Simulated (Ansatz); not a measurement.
The figure comes from a scan of GaN (wurtzite): the cell is scaled evenly about its relaxed volume V₀. The numbers are results of PBE (plane waves to 420 eV, PAW, scalar-relativistic; Ansatz, a program for electronic structure), not measurements. k mesh 12×12×6 (Γ-centred), Fermi-Dirac smearing 0.05 eV. The energy includes the smearing's −TS. GaN was relaxed with its symmetry unable to fall. ΔE is measured from the relaxed starting cell.

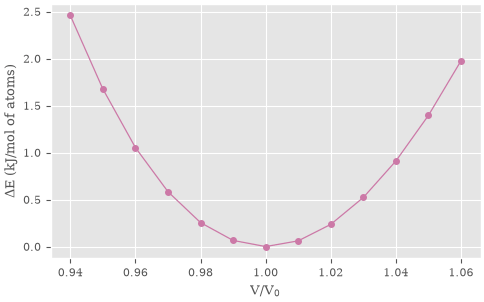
Figure. ΔE (kJ/mol of atoms) against V/V₀; computed points joined by lines.

List the plotted points as numbers.

To the nearest 0.05:

| V/V₀ | ΔE (kJ/mol of atoms) |
|---|---|
| 0.940 | 2.45 |
| 0.950 | 1.70 |
| 0.960 | 1.05 |
| 0.970 | 0.60 |
| 0.980 | 0.25 |
| 0.990 | 0.05 |
| 1.000 | 0.00 |
| 1.010 | 0.05 |
| 1.020 | 0.25 |
| 1.030 | 0.50 |
| 1.040 | 0.90 |
| 1.050 | 1.40 |
| 1.060 | 2.00 |

(A scan under strain: stresses follow from slopes of the energy per volume, elastic moduli from its curvatures.)
